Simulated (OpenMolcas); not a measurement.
**singlet CH3BCl+: levels of theory compared**

Aim: a comparison of 6 runs (B2PLYP/aug-cc-pVDZ, BHLYP/aug-cc-pVDZ, M06-L/aug-cc-pVDZ, PBE/aug-cc-pVDZ, TPSS/aug-cc-pVDZ, CCSD(T)/aug-cc-pVDZ) of singlet CH3BCl+. 

The calculation is run with OpenMolcas 26.06.

1 further run of the same task is left out (set aside as unsound or not needed).

**1. The system as given**

The species is CH3BCl+ (6 atoms), meant as a singlet with charge +1. As SMILES of the parent species, `C[B]Cl`. The coordinates come from a PBE0-D4/def2-TZVP relaxation. That shape belongs to the parent species and isn't relaxed for this state.

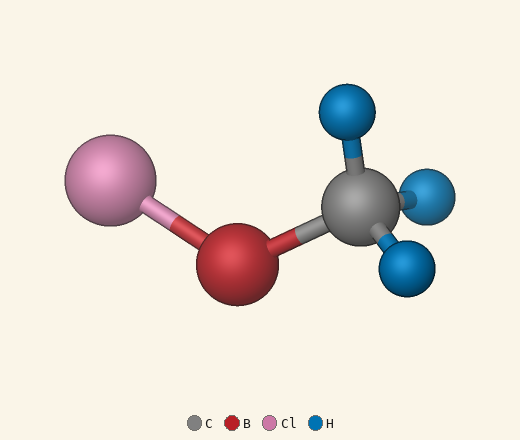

Viewed from a chosen angle; carbon grey, boron red, chlorine pink, hydrogen blue.

**2. A single-point energy at B2PLYP/aug-cc-pVDZ (run 1)**

test.input

```
&GATEWAY
 BasLib
 $CurrDir
 Coord
 6
 angstrom
 C       -0.289900       0.325200      -0.312400
 B        0.195300      -1.059500       0.167700
 Cl       1.467800      -1.355700       1.297800
 H       -1.073500       0.641700       0.390700
 H        0.494200       1.088800      -0.289700
 H       -0.752000       0.295400      -1.300400
 Basis
 aug-cc-pVDZ
 Group
 NoSym

&SEWARD
 GridInput
 Grid=UltraFine
 End of Grid

&SCF
 Charge
 1
 KSDFT
 B2PLYP_SCF
 Thresholds
 1e-10 1e-07 1e-07 1e-05
 PrOrbitals
 1 1

&MBPT2
 Frozen
 7
```

The basis set aug-cc-pVDZ is read from a file made from the Basis Set Exchange's data (not shown).

Launch:

```bash
$ export MOLCAS_MEM=1860
$ pymolcas test.input > test.log
```

What it wrote:

```text
--- Start Module: gateway ---
[...]
--- Stop Module: gateway /rc=_RC_ALL_IS_WELL_ ---
[...]
      Basis functions          100
[...]
--- Start Module: scf ---
[...]
       Convergence after  17 Iterations
[...]
::    Total KS-DFT energy                            -524.3066724887
[...]
      Total spin, S                                     0.0000000000
[...]
      Total electronic charge=   30.000000
      Total            charge=    1.000000
[...]
      Dipole Moment (debye):
      Origin of the operator (angstrom)=    0.7976   -0.8709    0.6930
                   X= -2.6647E+00               Y=  6.3773E-01               Z= -2.2234E+00           Total=  3.5286E+00
      Center of Charge (angstrom)
[...]
--- Stop Module: scf /rc=_RC_ALL_IS_WELL_ ---
[...]
--- Start Module: mbpt2 ---
[...]
 ###    WARNING: MP2 implementation intended for RHF references only         ###
 ###############################################################################
MBPT2 WARNING: Reference function according to RunFile:KS-DFT
I'll assume you know what you're doing and continue
WARNING!
Default frozen orbitals as non valence orbitals is overwritten by user input.
Default values:   7
[...]
       Reference weight ( Cref**2 )         =        0.81095
::    Total MBPT2 energy                             -524.7543727607
[...]
      Total MBPT2 calculations                           0.64      0.72
--- Stop Module: mbpt2 /rc=_RC_ALL_IS_WELL_ ---
[...]
```

Wall time 53 s (1 thread of AMD EPYC 7R43 (Zen 3), shared host); peak memory 0.56 GiB.

**3. The energy at BHLYP/aug-cc-pVDZ (run 2)**

test.inp

```
>>> EXPORT MOLCAS_PRINT=2
&GATEWAY
BasLib=$CurrDir
BasisSet
C.aug-cc-pVDZ....
C1 -0.289900 0.325200 -0.312400 angstrom
End of Basis
BasisSet
B.aug-cc-pVDZ....
B2 0.195300 -1.059500 0.167700 angstrom
End of Basis
BasisSet
Cl.aug-cc-pVDZ....
Cl3 1.467800 -1.355700 1.297800 angstrom
End of Basis
BasisSet
H.aug-cc-pVDZ....
H4 -1.073500 0.641700 0.390700 angstrom
H5 0.494200 1.088800 -0.289700 angstrom
H6 -0.752000 0.295400 -1.300400 angstrom
End of Basis
&SEWARD
GridInput
Grid=UltraFine
End of Grid
&SCF
Charge=1
KSDFT=HYB_GGA_XC_BHANDHLYP
Thresholds=1e-10 1e-07 1e-07 1e-05
PrOrbitals=1
```

The basis set aug-cc-pVDZ is read from a file made from the Basis Set Exchange's data (not shown).

Launch:

```bash
$ export MOLCAS_MEM=1860
$ pymolcas test.inp > test.log
```

What it wrote:

```text
--- Start Module: gateway ---
[...]
--- Stop Module: gateway /rc=_RC_ALL_IS_WELL_ ---
--- Start Module: seward ---
[...]
      Basis functions          100
--- Stop Module: seward /rc=_RC_ALL_IS_WELL_ ---
[...]
--- Start Module: scf ---
[...]
       Convergence after  17 Iterations
[...]
::    Total KS-DFT energy                            -524.6057929872
[...]
      Total spin, S                                     0.0000000000
[...]
      Total electronic charge=   30.000000
      Total            charge=    1.000000
[...]
      Dipole Moment (debye):
      Origin of the operator (angstrom)=    0.7976   -0.8709    0.6930
                   X= -2.6553E+00               Y=  6.4995E-01               Z= -2.2140E+00           Total=  3.5178E+00
      Center of Charge (angstrom)
[...]
--- Stop Module: scf /rc=_RC_ALL_IS_WELL_ ---
[...]
```

Wall time 52 s (1 thread of AMD EPYC 7R43 (Zen 3), shared host); peak memory 0.56 GiB.

Run 3 isn't shown in full; the table further down has it.

**4. A single-point energy at PBE/aug-cc-pVDZ (run 4)**

mol.inp

```
&GATEWAY
  BASLIB=$CurrDir
  COORD
  6
  angstrom
  C       -0.289900       0.325200      -0.312400
  B        0.195300      -1.059500       0.167700
  Cl       1.467800      -1.355700       1.297800
  H       -1.073500       0.641700       0.390700
  H        0.494200       1.088800      -0.289700
  H       -0.752000       0.295400      -1.300400
  BASIS=aug-cc-pVDZ
  GROUP=NoSym

&SEWARD
  GRIDINPUT
  Grid=UltraFine
  End of Grid

&SCF
  CHARGE=1
  KSDFT=PBE
  THRESHOLDS=1e-10 1e-07 1e-07 1e-05
  PRORBITALS=1 1
```

The basis set aug-cc-pVDZ is read from a file made from the Basis Set Exchange's data (not shown).

Launch:

```bash
$ export MOLCAS_MEM=1860
$ pymolcas mol.inp > mol.log
```

What it wrote:

```text
--- Start Module: gateway ---
[...]
--- Stop Module: gateway /rc=_RC_ALL_IS_WELL_ ---
--- Start Module: seward ---
[...]
      Basis functions          100
--- Stop Module: seward /rc=_RC_ALL_IS_WELL_ ---
[...]
--- Start Module: scf ---
[...]
       Convergence after  20 Iterations
[...]
::    Total KS-DFT energy                            -524.3603034585
[...]
      Total spin, S                                     0.0000000000
[...]
      Total electronic charge=   30.000000
      Total            charge=    1.000000
[...]
      Dipole Moment (debye):
      Origin of the operator (angstrom)=    0.7976   -0.8709    0.6930
                   X= -2.3813E+00               Y=  9.0975E-01               Z= -1.9722E+00           Total=  3.2230E+00
      Center of Charge (angstrom)
[...]
--- Stop Module: scf /rc=_RC_ALL_IS_WELL_ ---
[...]
```

Wall time 57 s (1 thread of AMD EPYC 7R43 (Zen 3), shared host); peak memory 0.56 GiB.

Run 5 isn't shown in full; the table further down has it.

**5. The energy at CCSD(T)/aug-cc-pVDZ (Cholesky decomposition) (run 6)**

run.inp

```
>>> EXPORT MOLCAS_PRINT=2
&GATEWAY
BasLib
$CurrDir
BasisSet
C.aug-cc-pVDZ....
C1 -0.289900 0.325200 -0.312400 angstrom
End of Basis
BasisSet
B.aug-cc-pVDZ....
B2 0.195300 -1.059500 0.167700 angstrom
End of Basis
BasisSet
Cl.aug-cc-pVDZ....
Cl3 1.467800 -1.355700 1.297800 angstrom
End of Basis
BasisSet
H.aug-cc-pVDZ....
H4 -1.073500 0.641700 0.390700 angstrom
H5 0.494200 1.088800 -0.289700 angstrom
H6 -0.752000 0.295400 -1.300400 angstrom
End of Basis
&SEWARD
High
&SCF
Charge
1
Thresholds
1e-10 1e-07 1e-07 1e-05
PrOrbitals
1 2
&CHCC
Frozen
7
Threshold
1e-08
MaxIterations
80
&CHT3
Frozen
7
```

The basis set aug-cc-pVDZ is read from a file made from the Basis Set Exchange's data (not shown).

Launch:

```bash
$ export MOLCAS_MEM=1860
$ pymolcas run.inp > run.log
```

What it wrote:

```text
--- Start Module: gateway ---
[...]
--- Stop Module: gateway /rc=_RC_ALL_IS_WELL_ ---
[...]
      Basis functions          100
[...]
       Convergence after  16 Iterations
[...]
::    Total SCF energy                               -523.5075727478
[...]
      Total spin, S                                     0.0000000000
[...]
      Total electronic charge=   30.000000
      Total            charge=    1.000000
[...]
      Dipole Moment (debye):
      Origin of the operator (angstrom)=    0.7976   -0.8709    0.6930
                   X= -2.8888E+00               Y=  4.8441E-01               Z= -2.4231E+00           Total=  3.8015E+00
      Center of Charge (angstrom)
[...]
--- Start Module: chcc ---
[...]
--- Stop Module: chcc /rc=_RC_ALL_IS_WELL_ ---
[...]
--- Start Module: cht3 ---
[...]
--- Stop Module: cht3 /rc=_RC_ALL_IS_WELL_ ---
[...]
```

It took 4.1 min on 1 thread of AMD EPYC 7R43 (Zen 3), shared host; peak memory 0.15 GiB.

**6. Overview of the runs**

| run | level | frozen core orbitals | integral approximation | energy (Eh) | HOMO energy (eV) | LUMO energy (eV) | HOMO–LUMO gap (eV) | wall time |
| --- | --- | --- | --- | --- | --- | --- | --- | --- |
| 1 | B2PLYP/aug-cc-pVDZ | 7 | none | -524.427552 | -17.57 | -8.94 | 8.63 | 53 s |
| 2 | BHLYP/aug-cc-pVDZ | – | none | -524.605793 | -17.63 | -9.27 | 8.36 | 52 s |
| 3 | M06-L/aug-cc-pVDZ | – | none | -524.639335 | -15.28 | -10.79 | 4.49 | 70 s |
| 4 | PBE/aug-cc-pVDZ | – | none | -524.360303 | -15.03 | -11.19 | 3.85 | 57 s |
| 5 | TPSS/aug-cc-pVDZ | – | none | -524.684333 | -15.14 | -11.06 | 4.09 | 69 s |
| 6 | CCSD(T)/aug-cc-pVDZ (Cholesky decomposition) | 7 | CD high | -523.914265 | -19.60 | -6.63 | 12.96 | 4.1 min |

**7. Summary of results**

| quantity | value |
| --- | --- |
| run 6: total energy | -523.91426 Eh |
| run 6: HOMO energy (Hartree–Fock orbitals) | -19.60 eV |
| run 6: LUMO energy (Hartree–Fock orbitals) | -6.63 eV |
| run 6: HOMO–LUMO gap (Hartree–Fock orbitals) | 12.96 eV |
| run 6: correlation energy (7 core orbitals frozen) | -406.7 mEh |
| run 6: (T) correction | -14.91 mEh |

In words: Over runs 1, 2, 3, 4, 5 the HOMO–LUMO gap runs from 3.85 eV (PBE/aug-cc-pVDZ) to 8.63 eV (B2PLYP/aug-cc-pVDZ). A double hybrid's value is that of its SCF part. For B2PLYP the log adds the whole second-order term; the table takes 0.27 of it, as the functional is defined. Totals of different functionals can't be ranked against each other. All runs together took 9.1 min, the longest 4.1 min.
